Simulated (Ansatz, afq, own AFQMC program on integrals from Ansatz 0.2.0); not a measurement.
# Al₂H (quartet): AFQMC on the coupled-cluster ladder, cc-pVDZ

Aim: compute Al₂H (quartet) with auxiliary-field quantum Monte Carlo on the same integrals as coupled cluster, and set the energies side by side.

The runs use Ansatz 0.2.0, Gaussian basis, and an in-house AFQMC program (afq) on its integrals; all values are calculated; cc-pVDZ, frozen cores.

The runs, in order: PBE (unrestricted); r2SCAN (unrestricted); PBE0 (unrestricted); B3LYP (unrestricted); wB97M-V (unrestricted); B2PLYP (unrestricted); CCSD(T) on UHF; CCSDT(Q) on UHF; Phaseless AFQMC, CISD trial on UHF; Phaseless AFQMC, single-determinant trial on UHF; Free-projection AFQMC, CISD trial on UHF; Phaseless AFQMC, CID trial on UHF; Phaseless AFQMC, single-determinant trial on UHF.

2 further runs of the same task are left out: 2 that didn't finish.

**1. The system**

The geometry is a PBE0/def2-TZVP stationary point (not a proven minimum).

3 atoms, charge 0, spin multiplicity 4.

Atoms are counted from 1 here; the program's logs count them from 0.

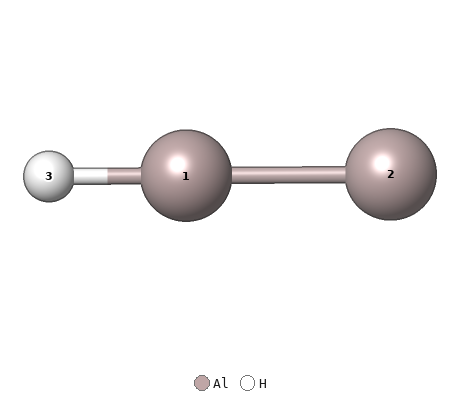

The geometry (aluminium light grey, hydrogen white); atoms are numbered from 1 in the order of the file.

**2. PBE (unrestricted)**

in.yaml reads:

```yaml
crystal:
  periodic: [false, false, false]
  atoms:
    - {symbol: Al, position_ang: [0.000000, 0.000000, 0.259056]}
    - {symbol: Al, position_ang: [0.000000, 0.000000, -2.101360]}
    - {symbol: H, position_ang: [0.000000, 0.000000, 1.842303]}
basis:
  gaussian: {orbitals: cc-pVDZ}
magnetization: {spin_polarized: true, initial_magnetization: 3}
hamiltonian: {xc: {name: PBE}}
output: {orbitals: {seedname: orbitals}}
```

Command:

```console
$ ansatz run in.yaml --threads 1 --pin off --events-out ev --progress --plain --max-ram 1843MiB
```

The program printed:

```text
Functional definition: PBE
  name "PBE"
  cite "Perdew, Burke & Ernzerhof, Phys. Rev. Lett. 77, 3865 (1996) doi:10.1103/PhysRevLett.77.3865"
  parent pbe
  parameter kappa = 0.804
  parameter beta = 0.06672455060314922
  exchange = pbe_x(kappa = kappa, mu = beta*pi^2/3)
  correlation = pbe_c(beta = beta)
406 factors; integrals over basis functions are off by at most 1.0e-3 eV
mean field evaluation 1: about -13198.8117 eV, gradient 8.2e0 eV
mean field evaluation 2: about -13195.9535 eV, gradient 1.5e1 eV
mean field evaluation 4: about -13199.6826 eV, gradient 6.3e-1 eV
mean field evaluation 8: about -13199.6859 eV, gradient 2.2e-2 eV
mean field -13199.68587091 eV, -485.0795086873 hartree, gradient 5.8e-5 eV, S^2 3.752229; 0 other end points of the search recorded, 0 dependent functions left out
reference -13199.68590827 eV, -485.0795100603 hartree; 15, 12 occupied and 26, 29 virtual orbitals, 406 factors
Total energy: -13199.68590827 eV, -485.0795100603 hartree
```

Wall time 1.4 s (1 thread of Intel Xeon 6975P-C (Granite Rapids), shared host).

From the report: ⟨S²⟩ of the determinant 3.752 (pure quartet: 3.75).

**3. r2SCAN (unrestricted)**

Changes to in.yaml since step 2:

```diff
@@ -9,3 +9,2 @@
 magnetization: {spin_polarized: true, initial_magnetization: 3}
-hamiltonian: {xc: {name: PBE}}
-output: {orbitals: {seedname: orbitals}}
+hamiltonian: {xc: {name: r2SCAN}}
```

Launched as before.

The program printed:

```text
Functional definition: r2SCAN
  name "r2SCAN"
  cite "Furness, Kaplan, Ning, Perdew & Sun, J. Phys. Chem. Lett. 11, 8208 (2020) doi:10.1021/acs.jpclett.0c02405"
  cite "Furness, Kaplan, Ning, Perdew & Sun, J. Phys. Chem. Lett. 11, 9248 (2020) doi:10.1021/acs.jpclett.0c03077"
  parent r2scan
  parameter k0 = 0.174
  parameter k1 = 0.065
  parameter a1 = 4.9479
  exchange = r2scan_x(k0 = k0, k1 = k1, a1 = a1)
  correlation = r2scan_c
406 factors; integrals over basis functions are off by at most 1.0e-3 eV
mean field evaluation 1: about -13205.0137 eV, gradient 7.1e0 eV
mean field evaluation 2: about -13203.6987 eV, gradient 1.1e1 eV
mean field evaluation 4: about -13205.6906 eV, gradient 4.2e-1 eV
mean field evaluation 8: about -13205.6919 eV, gradient 8.1e-3 eV
mean field evaluation 16: about -13205.6919 eV, gradient 1.9e-5 eV
mean field -13205.69187759 eV, -485.3002253619 hartree, gradient 1.9e-5 eV, S^2 3.757013; 0 other end points of the search recorded, 0 dependent functions left out
reference -13205.69189197 eV, -485.3002258904 hartree; 15, 12 occupied and 26, 29 virtual orbitals, 406 factors
Total energy: -13205.69189197 eV, -485.3002258904 hartree
```

It took 2.1 s on 1 thread of Intel Xeon 6975P-C (Granite Rapids), shared host.

From the report: ⟨S²⟩ of the determinant 3.757 (pure quartet: 3.75).

**4. PBE0 (unrestricted)**

Changes to in.yaml since step 3:

```diff
@@ -9,2 +9,3 @@
 magnetization: {spin_polarized: true, initial_magnetization: 3}
-hamiltonian: {xc: {name: r2SCAN}}
+hamiltonian: {xc: {name: PBE0}}
+output: {orbitals: {seedname: orbitals}}
```

Launched as before.

The program printed:

```text
Functional definition: PBE0
  name "PBE0"
  cite "Adamo & Barone, J. Chem. Phys. 110, 6158 (1999) doi:10.1063/1.478522"
  cite "Perdew, Burke & Ernzerhof, Phys. Rev. Lett. 77, 3865 (1996) doi:10.1103/PhysRevLett.77.3865"
  parent pbe
  parameter a = 0.25
  parameter kappa = 0.804
  parameter beta = 0.06672455060314922
  exchange = (1 - a)*pbe_x(kappa = kappa, mu = beta*pi^2/3) + a*exact_x
  correlation = pbe_c(beta = beta)
406 factors; integrals over basis functions are off by at most 1.0e-3 eV
mean field evaluation 1: about -13200.3937 eV, gradient 6.0e0 eV
mean field evaluation 2: about -13200.1736 eV, gradient 7.0e0 eV
mean field evaluation 4: about -13200.9097 eV, gradient 2.6e-1 eV
mean field evaluation 8: about -13200.9521 eV, gradient 4.3e-2 eV
mean field evaluation 16: about -13200.9521 eV, gradient 4.7e-5 eV
mean field -13200.95211229 eV, -485.1260421998 hartree, gradient 4.9e-5 eV, S^2 3.754303; 0 other end points of the search recorded, 0 dependent functions left out
reference -13200.95214037 eV, -485.1260432318 hartree; 15, 12 occupied and 26, 29 virtual orbitals, 406 factors
Total energy: -13200.95214037 eV, -485.1260432318 hartree
```

It took 0.75 s on 1 thread of Intel Xeon 6975P-C (Granite Rapids), shared host.

From the report: ⟨S²⟩ of the determinant 3.754 (pure quartet: 3.75).

**5. B3LYP (unrestricted)**

Changes to in.yaml since step 4:

```diff
@@ -9,3 +9,2 @@
 magnetization: {spin_polarized: true, initial_magnetization: 3}
-hamiltonian: {xc: {name: PBE0}}
-output: {orbitals: {seedname: orbitals}}
+hamiltonian: {xc: {name: B3LYP}}
```

Launched as before.

The program printed, cut to the lines that bear on the results:

```text
Functional definition: B3LYP
  name "B3LYP"
  cite "Stephens, Devlin, Chabalowski & Frisch, J. Phys. Chem. 98, 11623 (1994) doi:10.1021/j100096a001"
  cite "Becke, Phys. Rev. A 38, 3098 (1988) doi:10.1103/PhysRevA.38.3098"
  cite "Lee, Yang & Parr, Phys. Rev. B 37, 785 (1988) doi:10.1103/PhysRevB.37.785"
  cite "Vosko, Wilk & Nusair, Can. J. Phys. 58, 1200 (1980) doi:10.1139/p80-159"
[...]
406 factors; integrals over basis functions are off by at most 1.0e-3 eV
[...]
mean field -13208.04619728 eV, -485.3867450149 hartree, gradient 5.4e-5 eV, S^2 3.752688; 0 other end points of the search recorded, 0 dependent functions left out
reference -13208.04640136 eV, -485.3867525145 hartree; 15, 12 occupied and 26, 29 virtual orbitals, 406 factors
Total energy: -13208.04640136 eV, -485.3867525145 hartree
```

It took 0.69 s on 1 thread of Intel Xeon 6975P-C (Granite Rapids), shared host.

From the report: ⟨S²⟩ of the determinant 3.753 (pure quartet: 3.75).

**6. wB97M-V (unrestricted)**

Changes to in.yaml since step 5:

```diff
@@ -9,2 +9,3 @@
 magnetization: {spin_polarized: true, initial_magnetization: 3}
-hamiltonian: {xc: {name: B3LYP}}
+hamiltonian: {xc: {name: wB97M-V}}
+output: {orbitals: {seedname: orbitals}}
```

Same command.

The program printed, cut to the lines that bear on the results:

```text
Functional definition: wB97M-V
  name "wB97M-V"
  cite "Mardirossian & Head-Gordon, J. Chem. Phys. 144, 214110 (2016) doi:10.1063/1.4952647"
  cite "Becke, J. Chem. Phys. 107, 8554 (1997) doi:10.1063/1.475007"
  cite "Vydrov & Van Voorhis, J. Chem. Phys. 133, 244103 (2010) doi:10.1063/1.3521275"
  # Of w^i u^j: cxij and so on, Table III.
[...]
  gx(w, u) = 1 - cx + cx01*u + cx10*w
  gss(w, u) = css00 + css04*u^4 + css10*w + css20*w^2 + css43*w^4*u^3
  gos(w, u) = cos00 + cos10*w + (cos20 + cos21*u)*w^2 + (cos60 + cos61*u)*w^6
[...]
      + integral(e_c_pw_mod_opposite_spin*gos(b97_w_opposite, b97_u_opposite)) + vv10(b, c)
406 factors; integrals over basis functions are off by at most 1.0e-3 eV
151 factors; integrals over basis functions are off by at most 2.4e-5 eV
[...]
mean field -13205.80025933 eV, -485.3042083175 hartree, gradient 4.9e-5 eV, S^2 3.753859; 0 other end points of the search recorded, 0 dependent functions left out
reference -13205.80029375 eV, -485.3042095824 hartree; 15, 12 occupied and 26, 29 virtual orbitals, 406 factors
Total energy: -13205.80029375 eV, -485.3042095824 hartree
```

Run time: 3.3 s. Hardware: 1 thread of Intel Xeon 6975P-C (Granite Rapids), shared host.

From the report: ⟨S²⟩ of the determinant 3.754 (pure quartet: 3.75).

**7. B2PLYP (unrestricted)**

Changes to in.yaml since step 6:

```diff
@@ -9,3 +9,3 @@
 magnetization: {spin_polarized: true, initial_magnetization: 3}
-hamiltonian: {xc: {name: wB97M-V}}
-output: {orbitals: {seedname: orbitals}}
+hamiltonian: {xc: {name: B2PLYP}}
+correlation: {electrons: outside_noble_gas}
```

Same command.

The program printed, cut to the lines that bear on the results:

```text
Functional definition: B2PLYP
  name "B2PLYP"
  cite "Grimme, J. Chem. Phys. 124, 034108 (2006) doi:10.1063/1.2148954"
  cite "Becke, Phys. Rev. A 38, 3098 (1988) doi:10.1103/PhysRevA.38.3098"
  cite "Lee, Yang & Parr, Phys. Rev. B 37, 785 (1988) doi:10.1103/PhysRevB.37.785"
[...]
406 factors; integrals over basis functions are off by at most 1.0e-3 eV
[...]
mean field -13199.51099884 eV, -485.0730822573 hartree, gradient 4.3e-6 eV, S^2 3.757125; 2 other end points of the search recorded, 0 dependent functions left out
10 core orbitals not correlated: weight in the atoms' cores, before any rotation towards them, 1.000 or more for the frozen orbitals, at most 0.000 for the correlated occupied ones
reference -13199.51112718 eV, -485.0730869738 hartree; 5, 2 occupied and 26, 29 virtual orbitals, 406 factors
second order -3.16232987 eV of doubles, -0.00000000 eV of singles
Total energy: -13200.36495624 eV, -485.1044646132 hartree
```

Run time: 0.84 s. Hardware: 1 thread of Intel Xeon 6975P-C (Granite Rapids), shared host.

From the report: ⟨S²⟩ of the determinant 3.757 (pure quartet: 3.75).

**8. CCSD(T) on UHF**

Changes to in.yaml since step 7:

```diff
@@ -9,3 +9,2 @@
 magnetization: {spin_polarized: true, initial_magnetization: 3}
-hamiltonian: {xc: {name: B2PLYP}}
-correlation: {electrons: outside_noble_gas}
+correlation: {method: ccsd_t, electrons: outside_noble_gas, hamiltonian_folder: ham}
```

Same command.

The program printed, cut to the lines that bear on the results:

```text
Functional definition: HF
  name "HF"
  cite "Fock, Z. Phys. 61, 126 (1930) doi:10.1007/BF01340294"
  parent pbe
[...]
406 factors; integrals over basis functions are off by at most 1.0e-3 eV
[...]
mean field -13179.56356430 eV, -484.3400275589 hartree, gradient 2.3e-6 eV, S^2 3.766381; 5 other end points of the search recorded, 0 dependent functions left out
determinant -13179.56356430 eV, -484.3400275589 hartree, with singles and doubles -13182.58611907 eV, -484.4511043981 hartree
determinant -13177.56744863 eV, -484.2666716611 hartree, with singles and doubles -13180.25496479 eV, -484.3654360585 hartree
determinant -13176.65039536 eV, -484.2329705749 hartree, with singles and doubles -13179.93897520 eV, -484.3538236552 hartree
determinant -13176.14726379 eV, -484.2144808311 hartree, with singles and doubles -13179.20313364 eV, -484.3267819766 hartree
10 core orbitals not correlated: weight in the atoms' cores, before any rotation towards them, 1.000 or more for the frozen orbitals, at most 0.000 for the correlated occupied ones
reference -13179.56356430 eV, -484.3400275589 hartree; 5, 2 occupied and 26, 29 virtual orbitals, 406 factors
second order -2.30893155 eV of doubles, -0.00000000 eV of singles
cycle   1  -3.02277697 eV  change   -2.2e-4 eV  update   1.2e-3
[...]
cycle   8  -3.02330530 eV  change    2.3e-6 eV  update   2.5e-6
perturbative correction -0.13574858 eV, -0.0049886683 hartree
Total energy: -13182.72261817 eV, -484.4561206475 hartree
```

It took 0.99 s on 1 thread of Intel Xeon 6975P-C (Granite Rapids), shared host.

From the report: ⟨S²⟩ of the determinant 3.766 (pure quartet: 3.75); correlation -3.1591 eV; T1 0.030; largest double amplitude 0.08.

This run also writes the integrals to the folder ham.

**9. CCSDT(Q) on UHF**

Changes to in.yaml since step 8:

```diff
@@ -9,2 +9,2 @@
 magnetization: {spin_polarized: true, initial_magnetization: 3}
-correlation: {method: ccsd_t, electrons: outside_noble_gas, hamiltonian_folder: ham}
+correlation: {method: ccsdt_q, electrons: outside_noble_gas}
```

Launched as before.

The program printed, cut to the lines that bear on the results:

```text
Functional definition: HF
  name "HF"
  cite "Fock, Z. Phys. 61, 126 (1930) doi:10.1007/BF01340294"
  parent pbe
[...]
743 factors; integrals over basis functions are off by at most 1.2e-7 eV
[...]
mean field -13179.56359720 eV, -484.3400287682 hartree, gradient 2.1e-6 eV, S^2 3.766381; 7 other end points of the search recorded, 0 dependent functions left out
determinant -13179.56359720 eV, -484.3400287682 hartree, with singles and doubles -13182.58614743 eV, -484.4511054402 hartree
determinant -13177.56747890 eV, -484.2666727734 hartree, with singles and doubles -13180.25513484 eV, -484.3654423075 hartree
determinant -13176.65041320 eV, -484.2329712306 hartree, with singles and doubles -13179.93899896 eV, -484.3538245283 hartree
determinant -13176.14730379 eV, -484.2144823009 hartree, with singles and doubles -13179.20317868 eV, -484.3267836316 hartree
10 core orbitals not correlated: weight in the atoms' cores, before any rotation towards them, 1.000 or more for the frozen orbitals, at most 0.000 for the correlated occupied ones
reference -13179.56359720 eV, -484.3400287682 hartree; 5, 2 occupied and 26, 29 virtual orbitals, 743 factors
second order -2.30894045 eV of doubles, -0.00000000 eV of singles
cycle   1  -2.78634636 eV  change   -4.8e-1 eV  update   8.3e-2
[...]
cycle  17  -3.20155189 eV  change    2.5e-7 eV  update   3.8e-7
perturbative correction -0.00914589 eV, -0.0003361054 hartree
Total energy: -13182.77429499 eV, -484.4580197355 hartree
```

Wall time 3.8 s (1 thread of Intel Xeon 6975P-C (Granite Rapids), shared host).

From the report: ⟨S²⟩ of the determinant 3.766 (pure quartet: 3.75); correlation -3.2107 eV; T1 0.034; largest double amplitude 0.09.

**10. Phaseless AFQMC, CISD trial on UHF**

It reads the integrals that the CCSD(T) run on this determinant wrote.

Command:

```console
$ afq ham --method phaseless --trial cisd --walkers 60 --populations 1 --least-time 40 --time-step 0.005 --steps-per-block 50 --equilibration-blocks 28 --max-blocks 300 --target-error 0.00032 --factor-cut 1e-05 --start spin_pure --seed 9829 --release-times 0.24,0.5,1,1.5 --release-step 0.02 --release-every 4 --taylor-order 6
```

The program printed:

```text
orbitals 31  electrons 5 2  factors 222 of 406
reference energy -484.34002756 Eh
CCSD correlation -0.11110458 Eh in 12 cycles, weight of the determinant in the CISD state 0.8821
energy of the start -484.450855 Eh
 block  time / (1/Eh)  mean weight  energy / Eh
     1     0.250  1.0007  -484.450186
     2     0.500  0.9989  -484.450505
     3     0.750  0.9979  -484.450590
     4     1.000  1.0002  -484.451163
     5     1.250  1.0003  -484.451601
     6     1.500  0.9998  -484.452622
     7     1.750  1.0000  -484.454283
     8     2.000  0.9993  -484.453268
     9     2.250  1.0003  -484.453646
    10     2.500  1.0010  -484.452954
    17     4.250  1.0001  -484.461293
    25     6.250  0.9996  -484.458794
    33     8.250  0.9986  -484.459333
    41    10.250  1.0005  -484.457877
    49    12.250  1.0004  -484.456599
    57    14.250  1.0000  -484.457109
    65    16.250  1.0007  -484.456405
    73    18.250  0.9996  -484.455307
    81    20.250  1.0000  -484.458071
    89    22.250  0.9995  -484.457632
    97    24.250  1.0000  -484.464618
   105    26.250  0.9991  -484.458253
   113    28.250  0.9996  -484.454710
   121    30.250  1.0016  -484.455376
   129    32.250  1.0008  -484.454145
   137    34.250  1.0002  -484.457194
   145    36.250  0.9998  -484.454528
   153    38.250  0.9989  -484.458378
   161    40.250  0.9999  -484.459894
   169    42.250  0.9996  -484.459881
   177    44.250  1.0002  -484.454687
   185    46.250  0.9993  -484.455927
   193    48.250  1.0001  -484.462944
   201    50.250  0.9982  -484.463854
   209    52.250  1.0012  -484.456443
   217    54.250  0.9997  -484.456298
   225    56.250  0.9988  -484.456432
   233    58.250  1.0004  -484.457676
   241    60.250  0.9999  -484.460877
   249    62.250  1.0005  -484.455396
   257    64.250  0.9996  -484.459393
   265    66.250  1.0004  -484.457675
   273    68.250  1.0001  -484.457379
   281    70.250  1.0005  -484.457179
   289    72.250  0.9993  -484.457824
   297    74.250  1.0000  -484.457466
   305    76.250  0.9998  -484.457440
   313    78.250  1.0002  -484.455181
   321    80.250  1.0002  -484.458988
blocks merged  error / Eh  count
     1  0.000138  300
     2  0.000182  150
     4  0.000232  75
     8  0.000281  37
    16  0.000308  18
    32  0.000331  9
released: time / (1/Eh)  energy / Eh  error  mean overlap
  0.24  -484.457754  0.000313  0.9964
  0.50  -484.457856  0.000273  1.0049
  1.00  -484.457800  0.000287  1.0110
  1.50  -484.457949  0.000274  1.0211
energy -484.457610 +/- 0.000308 Eh
```

It took 2.7 min on 1 thread of Intel Xeon 6975P-C (Granite Rapids), shared host.

Energy -13182.7632 ± 0.0084 eV. Caveats: constraint bias not in the error.

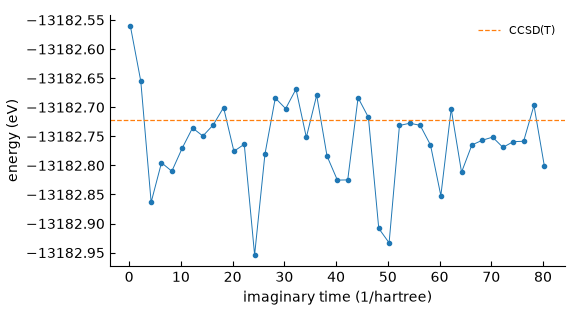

Block energies along the walk.

**11. Phaseless AFQMC, single-determinant trial on UHF**

It reads the integrals that the CCSD(T) run on this determinant wrote.

Command:

```console
$ afq ham --method phaseless --trial hf --walkers 120 --populations 1 --least-time 40 --time-step 0.005 --steps-per-block 20 --equilibration-blocks 112 --max-blocks 600 --target-error 0.0009600000000000001 --factor-cut 1e-05 --start spin_pure --seed 1843 --taylor-order 6
```

The program printed:

```text
orbitals 31  electrons 5 2  factors 222 of 406
reference energy -484.34002756 Eh
CCSD correlation -0.11110458 Eh in 12 cycles, weight of the determinant in the CISD state 0.8821
energy of the start -484.340264 Eh
 block  time / (1/Eh)  mean weight  energy / Eh
     1     0.100  1.0000  -484.353305
     2     0.200  1.0009  -484.364051
     3     0.300  1.0004  -484.372574
     4     0.400  1.0000  -484.382080
     5     0.500  1.0000  -484.387300
     6     0.600  0.9999  -484.392856
     7     0.700  1.0006  -484.398681
     8     0.800  1.0013  -484.406889
     9     0.900  0.9999  -484.411955
    10     1.000  1.0004  -484.414076
    18     1.800  0.9992  -484.431327
    35     3.500  0.9993  -484.472608
    52     5.200  1.0005  -484.467545
    69     6.900  0.9990  -484.450567
    86     8.600  0.9997  -484.450035
   103    10.300  1.0001  -484.443837
   120    12.000  1.0004  -484.457761
   137    13.700  1.0001  -484.447770
   154    15.400  1.0005  -484.461384
   171    17.100  1.0011  -484.454749
   188    18.800  0.9997  -484.444303
   205    20.500  1.0001  -484.469483
   222    22.200  0.9994  -484.458620
   239    23.900  0.9994  -484.446924
   256    25.600  1.0001  -484.475209
   273    27.300  1.0001  -484.466862
   290    29.000  0.9993  -484.455017
   307    30.700  0.9998  -484.458466
   324    32.400  1.0010  -484.477911
   341    34.100  1.0009  -484.449782
   358    35.800  0.9999  -484.457012
   375    37.500  1.0001  -484.441000
   392    39.200  1.0003  -484.450080
   409    40.900  1.0006  -484.457614
   426    42.600  1.0001  -484.444809
   443    44.300  0.9997  -484.454890
   460    46.000  0.9994  -484.458174
   477    47.700  0.9985  -484.454218
   494    49.400  0.9998  -484.453065
   511    51.100  0.9999  -484.455037
   528    52.800  1.0003  -484.454975
   545    54.500  1.0000  -484.445626
   562    56.200  0.9997  -484.450290
   579    57.900  1.0007  -484.449028
   596    59.600  0.9984  -484.461543
   613    61.300  1.0013  -484.449395
   630    63.000  1.0007  -484.469343
   647    64.700  0.9998  -484.439818
   664    66.400  0.9998  -484.438898
   681    68.100  0.9992  -484.450198
   698    69.800  0.9993  -484.468124
blocks merged  error / Eh  count
     1  0.000422  600
     2  0.000570  300
     4  0.000762  150
     8  0.000949  75
    16  0.001105  37
    32  0.001317  18
    64  0.001225  9
energy -484.455479 +/- 0.001317 Eh
```

Run time: 96 s. Hardware: 1 thread of Intel Xeon 6975P-C (Granite Rapids), shared host.

Energy -13182.7051 ± 0.0358 eV. Caveats: constraint bias not in the error.

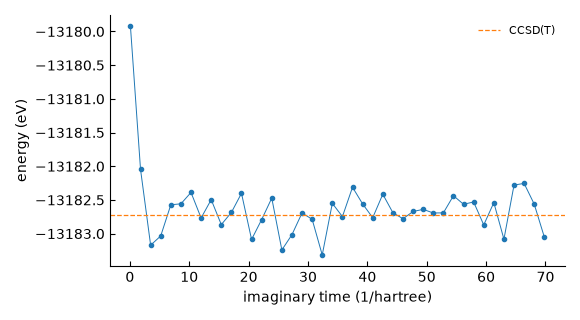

Block energies along the walk.

**12. Free-projection AFQMC, CISD trial on UHF**

It reads the integrals that the CCSD(T) run on this determinant wrote.

Command:

```console
$ afq ham --method free --trial cisd --walkers 60 --time-step 0.03 --max-blocks 80 --target-error 0.00032 --factor-cut 1e-05 --seed 7388 --times 0,0.3,0.6,1.2,1.8,2.4,3.6,4.8,6 --taylor-order 8
```

The program printed:

```text
orbitals 31  electrons 5 2  factors 222 of 406
reference energy -484.34002756 Eh
CCSD correlation -0.11110458 Eh in 12 cycles, weight of the determinant in the CISD state 0.8821
repeat  energy at the last time / Eh  error
    10  -484.457771  0.000888
    20  -484.457992  0.000612
    30  -484.458222  0.000558
    40  -484.458159  0.000527
    50  -484.457763  0.000463
    60  -484.457895  0.000419
    70  -484.457854  0.000385
    80  -484.457788  0.000355
time / (1/Eh)  energy / Eh  error  mean overlap
  0.00  -484.451049  0.000041  1.1338
  0.30  -484.453142  0.000073  1.1369
  0.60  -484.454555  0.000089  1.1366
  1.20  -484.456029  0.000118  1.1410
  1.80  -484.456657  0.000137  1.1535
  2.40  -484.457327  0.000161  1.1541
  3.60  -484.457654  0.000197  1.1809
  4.80  -484.457845  0.000272  1.1921
  6.00  -484.457788  0.000355  1.2054
energy -484.457788 +/- 0.000355 Eh
```

It took 2.2 min on 1 thread of Intel Xeon 6975P-C (Granite Rapids), shared host.

Energy -13182.7680 ± 0.0097 eV. Caveats: remainder of the start not in the error.

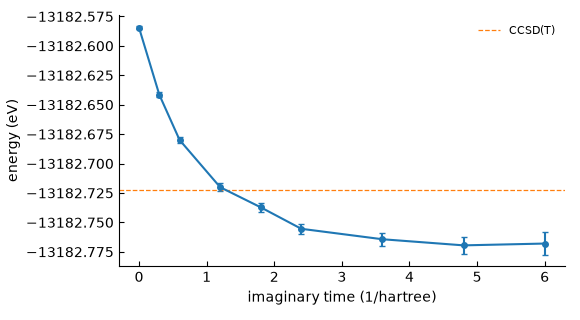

Energy against projection time, with error bars.

[end of part 1 of 2]
